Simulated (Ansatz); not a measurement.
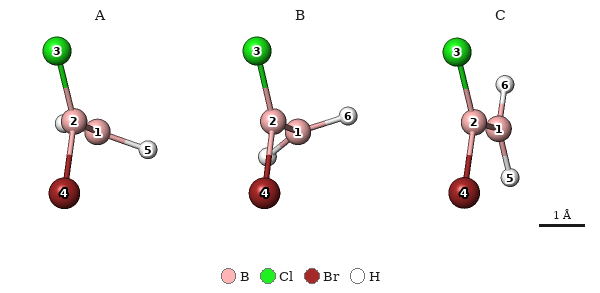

3 geometries from a converged minimum-energy path of B₂H₂BrCl, shuffled. A ball-and-stick model, seen from a free direction.

The calculation used RKS PBE-D4/def2-SVP in Ansatz. Run with 7 movable images; climbing image; force threshold 0.03 eV/Å; iteration limit 60; starting path by image-dependent pair potential.

Which frame is the transition state?

Answer. C. In order along the path, whose images run from 0 to 8: A (image 1, +0.05 eV), C (image 4, +0.33 eV), B (image 7, +0.05 eV). The motion is a rotation about the B1–B2 bond by about 180°. No bond forms or breaks between the ends. Bond angles that change up to the highest image, for instance: B1–B2–Br4 109.2° → 120.3°, B1–B2–Cl3 130.2° → 121.9°.

The run took 2.1 min on 1 thread of Intel(R) Xeon(R) Platinum 8375C CPU @ 2.90GHz (Ice Lake) (shared host), peak memory 0.14 GiB.
